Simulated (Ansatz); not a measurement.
# Calculations on Si2H6F

### Relaxation

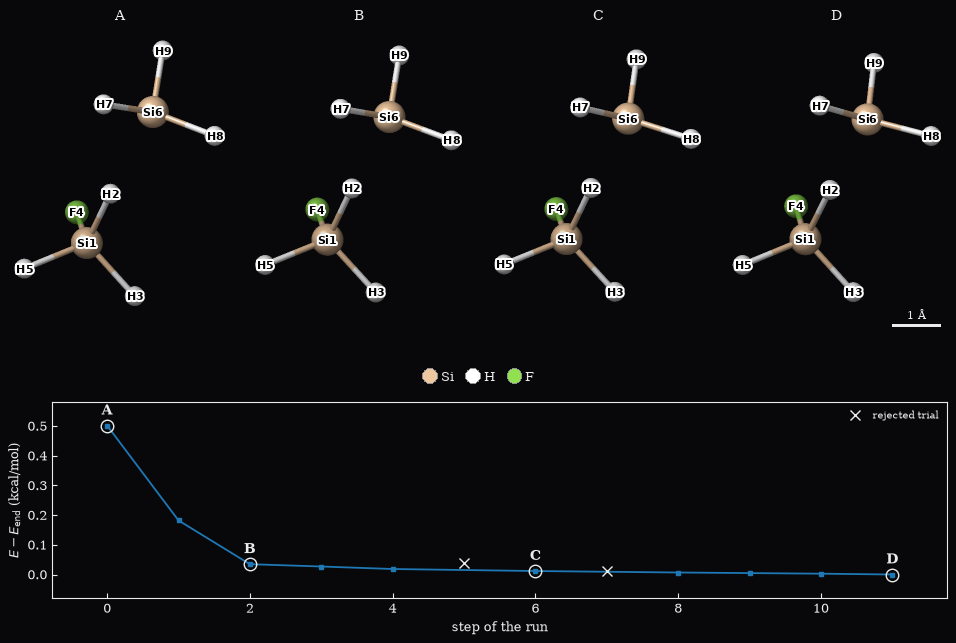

Frames of a relaxation of Si₂H₆F (multiplicity 2), marked on the history of the run. A ball-and-stick model, seen from a free direction.

The run prepares an end point of a later path (reaction) calculation, from a guessed geometry.

Theory: UKS LDA/6-31G* in Ansatz 0.2.0. Set-up: collinear spin; force threshold 0.03 eV/Å; at most 50 steps.

Describe the path.

Answer. The energy falls by 0.50 kcal/mol in 9 accepted moves (11 points after the start). The largest force component goes from 0.64 to 0.015 eV/Å. The line search rejected the trial steps at points 5, 7 of the run. The forces were under the threshold at step 4, but the run went on from there. The largest move after the best rigid fit is that of H9, 0.37 Å. By element the largest moves are H 0.37 Å, Si 0.17 Å, F 0.16 Å. Among the contacts that change: Si1–H2 1.481 → 1.542 Å. From step 0 to 2: H and Si atoms move most (0.16 Å), energy −0.47 kcal/mol. From step 2 to 6: H9 moves most (0.11 Å), energy −0.02 kcal/mol. From step 6 to 11: H9 moves most (0.11 Å), energy −0.01 kcal/mol.

Limits of the set-up: the start holds two separate molecules, 2.7 Å apart at their closest, whose relative position is a soft coordinate and is computed without a dispersion correction.

### Relaxation

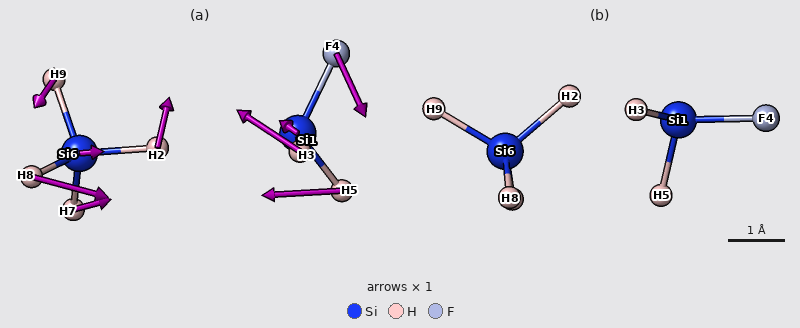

The structure of Si₂H₆F (multiplicity 2) before (left) and after (right) a relaxation, at one scale. The purple arrows give the displacements, at their true length.

Style: ball-and-stick. Shown at a tilt.

The run prepares an end point of a later path (reaction) calculation, from a guessed geometry.

Method: UKS LDA/6-31G* in Ansatz. Settings: collinear spin; force threshold 0.03 eV/Å; at most 50 steps.

Summarise the run.

The energy falls by 2.99 kcal/mol in 22 geometry steps. The largest force component goes from 0.66 to 0.012 eV/Å. The largest moves after the best rigid fit, 1.46 Å, are those of H5 and H8. By element the largest moves are H 1.46 Å, F 1.32 Å, Si 0.50 Å. Among the contacts that change: Si1–Si6 4.141 → 3.296 Å, Si1–H2 2.660 → 2.192 Å, H2–Si6 1.481 → 1.528 Å.

Limits of the set-up: the start holds two separate molecules, 2.7 Å apart at their closest, whose relative position is a soft coordinate and is computed without a dispersion correction.

### Path

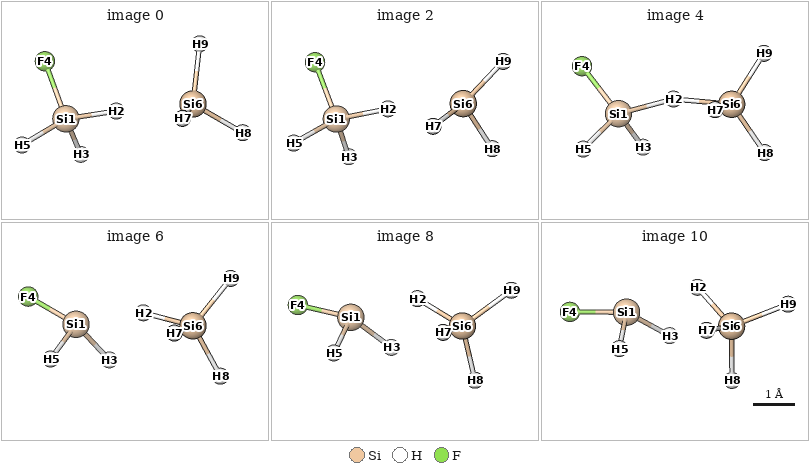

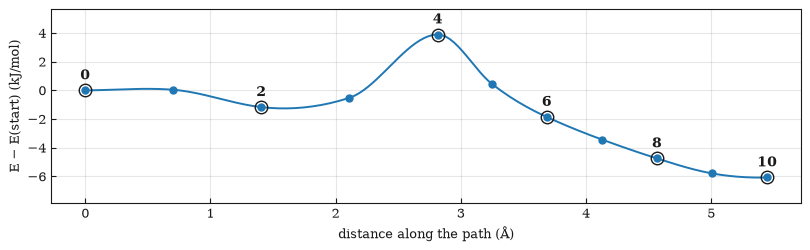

A search for the minimum-energy path of Si$_{2}$H$_{6}$F (multiplicity 2), made up at the start of SiH3F and SiH₃ by the nudged elastic band. Images are numbered from 0 (start) to 10 (end). A ball-and-stick model, seen from a free direction.

Level of theory: Ansatz, UKS LDA/6-31G*. Set-up: 9 movable images; climbing image; force threshold 0.03 eV/Å; iteration limit 60; starting path through a guess of the saddle point.

What happens along the path, and what is the barrier?

Relative to the start the highest point is image 4 at +3.9 kJ/mol and the end lies at −6.1 kJ/mol, but the profile dips to −1.2 kJ/mol at image 2 on the way, so there is an intermediate minimum on the way. A hydrogen atom shifts from one atom to another. Breaking: Si1–H2 (1.54 → 1.74 at the top → 2.19 Å). Forming: H2–Si6 (2.34 → 1.78 at the top → 1.53 Å). The band converged in 17 iterations. The largest component of the band force went from 23 to 0.027 eV/Å. The climbing image converged on the top of the path. Its vibrational analysis gives one imaginary mode (434i cm⁻¹), as a transition state must have.

Limits of the set-up: the start holds two separate molecules, 2.3 Å apart at their closest, whose relative position is a soft coordinate and is computed without a dispersion correction.

The run took 2.3 min on 1 thread of Intel(R) Xeon(R) 6975P-C (Granite Rapids) (shared host), peak memory 0.15 GiB.
